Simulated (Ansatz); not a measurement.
Consider H2MoO4 (MoO2(OH)2).

```xyz
7

Mo    0.2863    0.0720    0.2218
O     0.1784    0.6169    1.8003
O     1.8998   -0.0939   -0.1894
O    -0.5041    1.3052   -0.9316
H    -1.0635    2.0466   -0.6721
O    -0.5749   -1.5767    0.0952
H    -0.2219   -2.3701   -0.3242
```

Geometry: PBE0-D4/def2-SVP; core potentials replace the inner electrons of Mo.

The calculation used RKS PBE0-D4/def2-TZVP in Ansatz.

Predict the electron density and electron localisation function between the atoms.

Mo–O (1.67 Å): ρ is about 2 e/Å³ halfway; the ELF peaks at about 0.75 in the valence shell of O, 0.5 Å from its nucleus, and drops to about 0.40 between the two atoms.
O–H (0.96 Å): ρ at the midpoint is about 3.7 e/Å³; the ELF climbs to about 1 towards the hydrogen, as it does in any bond to H (an ordinary covalent bond to hydrogen).
Mo–O (1.86 Å): ρ is about 1.2 e/Å³ halfway; the ELF peaks at about 0.85 in the valence shell of O, 0.5 Å from its nucleus, and drops to about 0.30 between the two atoms.

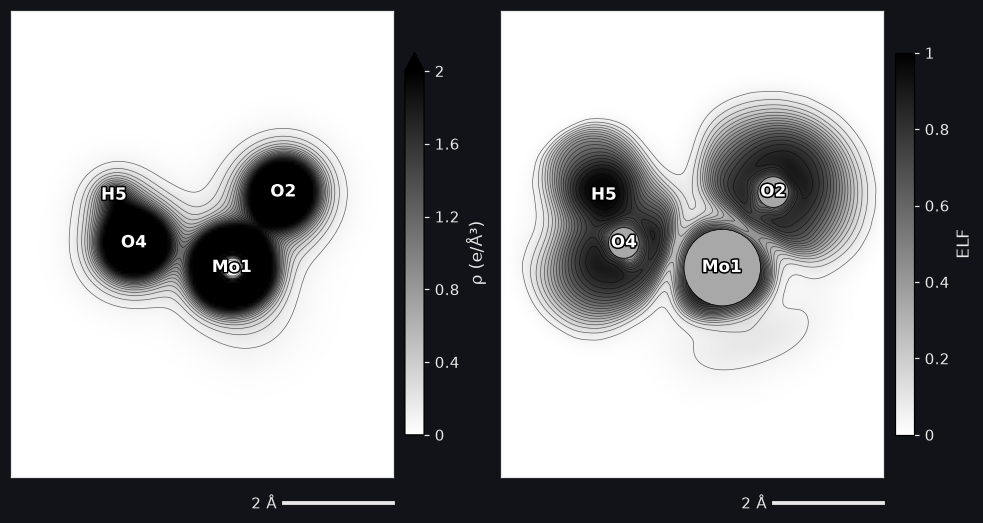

Computed electron density and electron localisation function on the plane of atoms O2, Mo1 and O4, in this order. Grey discs cover the atomic cores in the ELF map. 
